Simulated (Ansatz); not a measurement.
Consider C2H7InO3.

The calculation's input:

```
crystal:
  periodic: [false, false, false]
  atoms:
    - {symbol: C, position_ang: [-1.514621, 0.935242, -2.040197]}
    - {symbol: O, position_ang: [-0.426808, 0.041592, -2.049938]}
    - {symbol: In, position_ang: [0.513542, -0.478307, -0.396989]}
    - {symbol: O, position_ang: [2.034862, -1.731884, -0.491401]}
    - {symbol: O, position_ang: [-0.074199, 0.254859, 1.335635]}
    - {symbol: C, position_ang: [0.561504, -0.087469, 2.544305]}
    - {symbol: H, position_ang: [-2.354869, 0.574914, -1.433342]}
    - {symbol: H, position_ang: [-1.240156, 1.932002, -1.672345]}
    - {symbol: H, position_ang: [-1.870256, 1.045956, -3.069899]}
    - {symbol: H, position_ang: [2.212086, -2.008790, -1.394291]}
    - {symbol: H, position_ang: [0.507083, -1.161461, 2.763016]}
    - {symbol: H, position_ang: [0.053019, 0.444080, 3.355474]}
    - {symbol: H, position_ang: [1.619110, 0.204568, 2.564872]}
basis:
  gaussian: {orbitals: def2-TZVPP}
hamiltonian: {xc: pbe0, dispersion: d4}
output: {orbitals: {seedname: orbitals}}
```

Launched as:

```sh
ansatz run in.yaml --threads 4 --pin off --events-out ev --progress --plain --max-ram 11315MiB
```

Geometry: PBE0-D4/def2-TZVP; core potentials replace the inner electrons of In.

The calculation used RKS PBE0-D4/def2-TZVPP in Ansatz.

### What can the converged electron density and electron localisation function tell about the bonding?

C–O (1.41 Å): the density is about 2 e/Å³ at the midpoint, with its minimum of 1.8 e/Å³ about 0.5 Å from C; the ELF peaks at about 0.85 between the atoms; a polar covalent bond.
In–O (1.97 Å): ρ is about 0.81 e/Å³ halfway; the ELF peaks at about 0.80 in the valence shell of O, 0.6 Å from its nucleus, and drops to about 0.15 between the two atoms.
O–H (0.96 Å): ρ is about 3.8 e/Å³ halfway; the ELF climbs to about 1 towards the hydrogen, as it does in any bond to H (a covalent bond by its length).
C–H (1.09 Å): the density is about 2.1 e/Å³ at the midpoint; the ELF climbs to about 1 towards the hydrogen (an ordinary covalent bond to hydrogen).

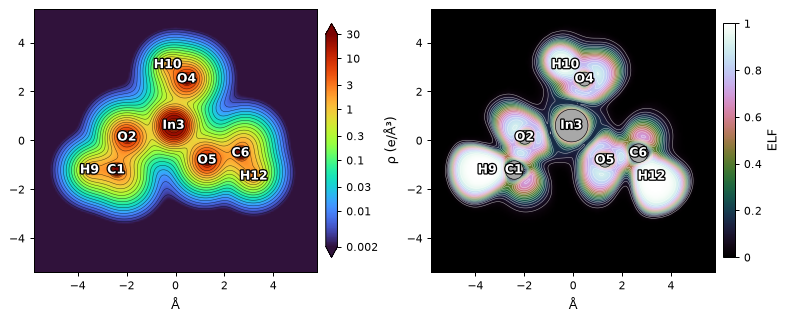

Computed electron density and electron localisation function on the plane of atoms O5, C6 and H12, in this order. Grey discs cover the atomic cores in the ELF map. 
